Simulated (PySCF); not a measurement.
# C₃H₁₀Si₂ (SMILES C1C[SiH2]C[SiH2]1): what the fields show

Input file:

```
{"job": {"kind": "nmr", "xc": "PBE0", "basis": "pcSseg-1", "every": 2, "pop": false}, "charge": 0, "multiplicity": 1}
C     -1.449245     0.164884    -0.233333
C     -0.635566     1.184070     0.590377
Si     1.243754     0.883416     0.449234
C      1.234569    -0.984763     0.097509
Si    -0.371147    -1.277315    -0.876852
H     -2.284567    -0.206994     0.360744
H     -1.901520     0.672214    -1.086831
H     -0.901400     2.200447     0.300310
H     -0.918217     1.095570     1.641497
H      1.947896     1.251688     1.683719
H      1.820817     1.629922    -0.675885
H      2.117895    -1.318608    -0.439157
H      1.213784    -1.541376     1.032672
H     -0.135299    -1.146073    -2.320288
H     -0.981542    -2.585784    -0.609299
```

Launched as:

```sh
OMP_NUM_THREADS=1 python ens_run.py task.json out
```

Geometry: GFN2-xTB, coordinate held.

The calculation used PySCF 2.14.0, PBE0/pcSseg-1, SCF density, gas phase, non-relativistic.

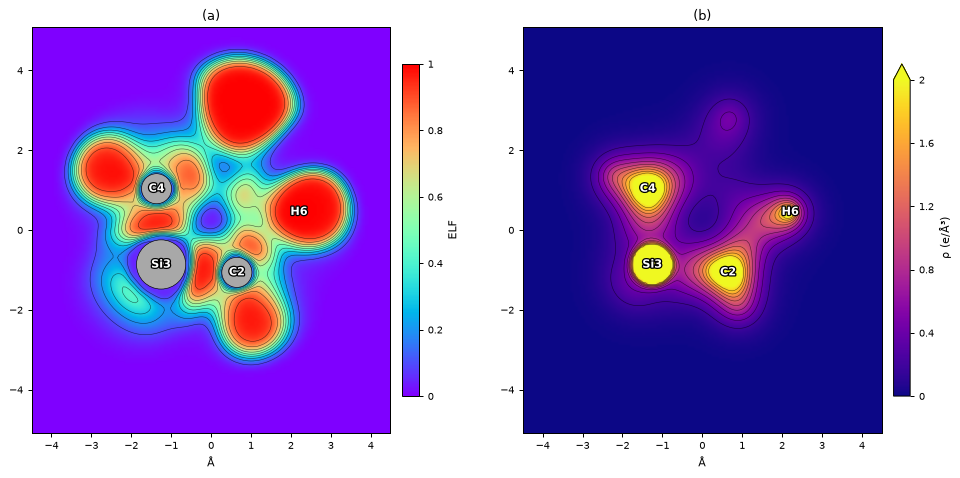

Figure 1. (a) ELF; (b) total electron density on the plane of atoms C2, Si3 and C4. Grey discs cover the atomic cores in the ELF map.

Question: Read the bonding off the picture.

Answer: The plane passes through C, Si and H nuclei.
C–Si (1.91 Å): ρ is about 0.91 e/Å³ halfway; the ELF peaks at about 0.95 between the atoms, as expected for a shared electron pair.

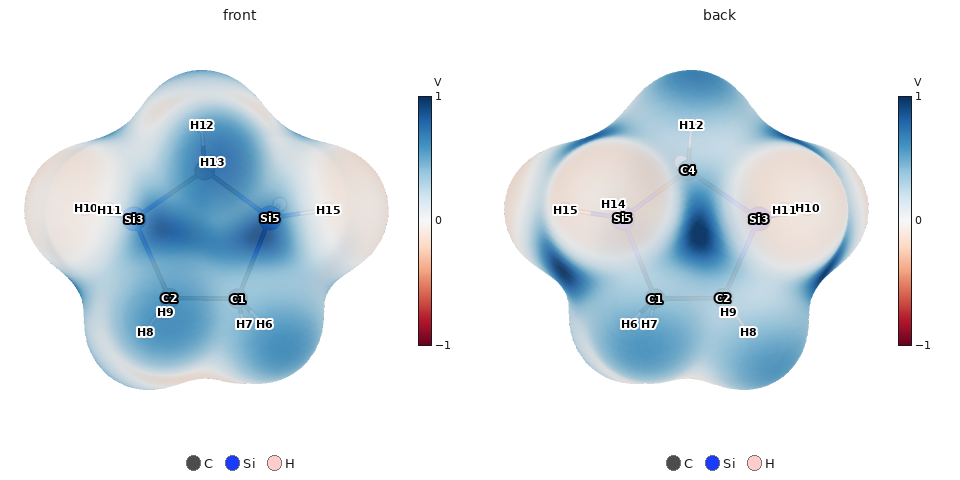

Figure 2. The electrostatic potential painted on the density surface at 0.002 e/bohr³, seen from the front and from behind; the colour scale runs from red (negative) to blue (positive).

Question: Which sites attract a positive test charge, and which a negative one?

Answer: A positive charge is drawn to the negative regions and a negative charge to the positive ones. The most negative region (about −0.1 V) lies over the C and H atoms, the most positive (about +1.0 V, or +23 kcal/mol for a unit charge) over Si3 and Si5.
